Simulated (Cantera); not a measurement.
Charge: 1 mol MgO, 0.065 mol SO₃, 0.25 mol O₂, at 4400 Pa.

Equilibrium computed with Cantera from the NASA thermochemical tables; the gas is ideal and each condensed phase is pure. Candidate condensed phases: Mg, MgO, MgS, MgSO₄, S; 14 gas species. Mutual solubility and eutectic melting of coexisting phases are not modelled. Equilibrium is a limit: real reactors are often held back by kinetics, nucleation or transport.

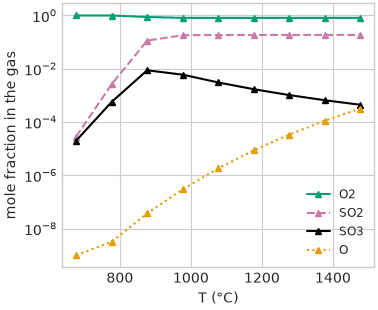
Figure: Equilibrium gas composition (values under 1e-9 drawn at 1e-9)

Question: Read off the mole fractions at 1377 °C.

Answer: O₂ about 0.81, SO₂ about 0.19, SO₃ about 0.00066, O about 0.00011.
